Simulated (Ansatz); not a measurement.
CH₆SSn: several calculations on one system

### Relaxation

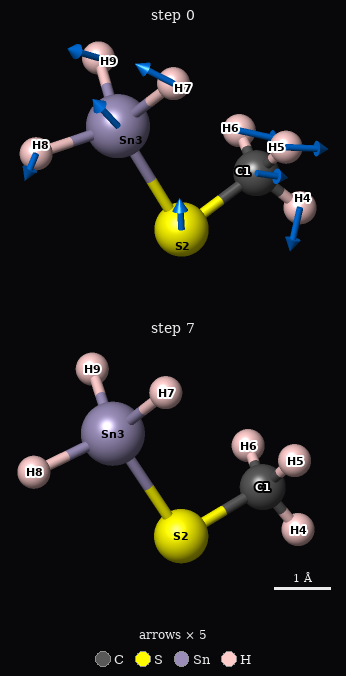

The structure of CH$_{6}$SSn before (top) and after (bottom) a relaxation, at one scale. The blue arrows give the displacements, magnified 5 times.

Style: ball-and-stick. Shown at a tilt.

The run prepares an end point of a later path (torsion) calculation, from a guessed geometry.

The calculation used Ansatz 0.2.0, RKS PBE/def2-SVP.

Input
```yaml
crystal:
  periodic: [false, false, false]
  atoms:
    - { symbol: C, position_ang: [-0.7119, 0.9633, -0.9519] }
    - { symbol: S, position_ang: [-0.755, -0.8083, -1.0739] }
    - { symbol: Sn, position_ang: [0.6453, -1.0566, 0.8489] }
    - { symbol: H, position_ang: [-1.3079, 1.4294, -1.7891] }
    - { symbol: H, position_ang: [0.2756, 1.3919, -1.0812] }
    - { symbol: H, position_ang: [-1.1909, 1.343, 0.007] }
    - { symbol: H, position_ang: [2.2232, -0.2344, 0.5759] }
    - { symbol: H, position_ang: [1.013, -2.7418, 1.147] }
    - { symbol: H, position_ang: [-0.103, -0.3327, 2.3001] }
basis:
  gaussian: { orbitals: def2-SVP }
hamiltonian:
  xc: pbe
relax:
  f_tol: 0.015
  max_steps: 40
```

Launched with:
```bash
ansatz run input.yaml --threads 1 --pin off --max-ram 2048MiB --backend cpu --events-out ev --progress --plain --runs-dir out
```

Summarise the run.

Over 6 accepted moves (7 points after the start) the energy falls by 0.205 eV. The largest force component goes from 1.7 to 0.0086 eV/Å. The line search rejected the trial step at point 2 of the run. The atom that moves furthest after the best rigid fit is H6 (0.18 Å). By element the largest moves are H 0.18 Å, Sn 0.16 Å, C 0.14 Å, S 0.12 Å. Among the contacts that change: Sn3–H7 1.800 → 1.733 Å, C1–S2 1.776 → 1.839 Å, Sn3–H9 1.786 → 1.733 Å, S2–Sn3 2.392 → 2.444 Å. Bond angles that change, for instance: C1–S2–Sn3 92.0° → 100.4°, S2–Sn3–H8 111.1° → 105.6°, H4–C1–H5 103.3° → 108.3°. Cost: 19 s on 1 thread of Intel(R) Xeon(R) Processor @ 2.70GHz, on a shared host, peak memory 0.14 GiB.

### Relaxation

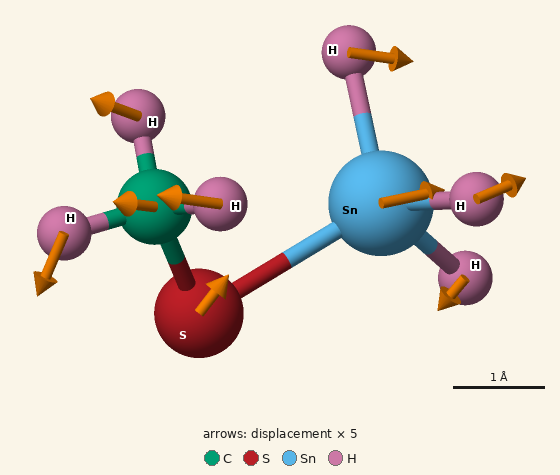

A relaxation of CH6SSn. The starting structure is drawn; orange arrows show the displacements, 5 times their true length. The two geometries are superimposed by the best rigid fit.

Style: ball-and-stick. Shown at a tilt.

The run prepares an end point of a later path (torsion) calculation, from a guessed geometry.

All numbers below come from RKS PBE/def2-SVP (Ansatz).

Input
```yaml
crystal:
  periodic: [false, false, false]
  atoms:
    - { symbol: C, position_ang: [-0.7119, 0.9633, -0.9519] }
    - { symbol: S, position_ang: [-0.755, -0.8083, -1.0739] }
    - { symbol: Sn, position_ang: [0.6453, -1.0566, 0.8489] }
    - { symbol: H, position_ang: [-1.3079, 1.4294, -1.7891] }
    - { symbol: H, position_ang: [0.2756, 1.3919, -1.0812] }
    - { symbol: H, position_ang: [-1.1909, 1.343, 0.007] }
    - { symbol: H, position_ang: [0.94795, -2.80118, 1.17315] }
    - { symbol: H, position_ang: [-0.13186, -0.41696, 2.28098] }
    - { symbol: H, position_ang: [2.22787, -0.26343, 0.61156] }
basis:
  gaussian: { orbitals: def2-SVP }
hamiltonian:
  xc: pbe
relax:
  f_tol: 0.015
  max_steps: 40
```

Launched with:
```bash
ansatz run input.yaml --threads 1 --pin off --max-ram 2048MiB --backend cpu --events-out ev --progress --plain --runs-dir out
```

> Describe the change and its energy.

After 5 accepted moves (6 points after the start) the energy has fallen by 20.6 kJ/mol. The largest force component goes from 1.7 to 0.0054 eV/Å. The line search rejected the trial step at point 2 of the run. The largest move after the best rigid fit is that of H6, 0.17 Å. By element the largest moves are H 0.17 Å, Sn 0.16 Å, C 0.13 Å, S 0.11 Å. Near-neighbour distances that change, for instance: Sn3–H7 1.800 → 1.724 Å, C1–S2 1.776 → 1.838 Å, Sn3–H9 1.786 → 1.733 Å, S2–Sn3 2.392 → 2.444 Å. Bond angles that change, for instance: C1–S2–Sn3 92.0° → 100.4°, H4–C1–H5 103.3° → 108.3°, H7–Sn3–H8 106.3° → 111.3°.

### Path

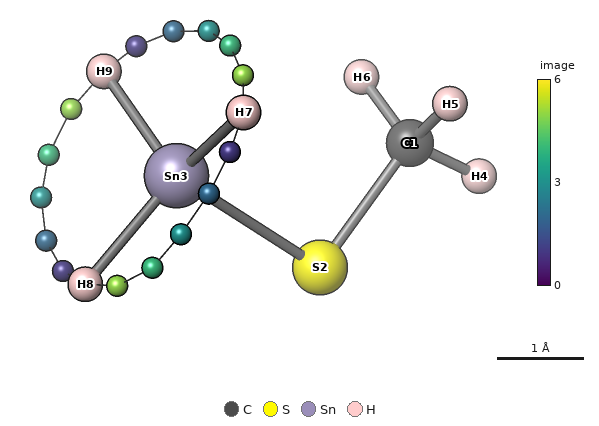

A search for the minimum-energy path of CH$_{6}$SSn by the nudged elastic band. Images are numbered from 0 (start) to 6 (end). The start is drawn whole; smaller spheres mark the moving atoms (H) in the later images, joined by lines and coloured by the number of the image. A ball-and-stick model, seen at a tilt.

All numbers below come from RKS PBE/def2-SVP in Ansatz 0.2.0. Set-up: 5 movable images; climbing image; force threshold 0.05 eV/Å; iteration limit 60; starting path by image-dependent pair potential.

### What moves, how far, and at what cost in energy?

The motion is a rotation about the S2–Sn3 bond by about 120°. No bond forms or breaks between the ends. Among the angles between lasting bonds that change up to the highest image: S2–Sn3–H8 105.6° → 109.5°, S2–Sn3–H9 109.7° → 106.6°. The two ends have the same energy, and the highest point, image 3, lies 3.54 kJ/mol above the start. The band converged in 5 iterations, with a climbing image at the top.

The run took 78 s on 1 thread of Intel(R) Xeon(R) Processor @ 2.70GHz (shared host), peak memory 0.13 GiB.
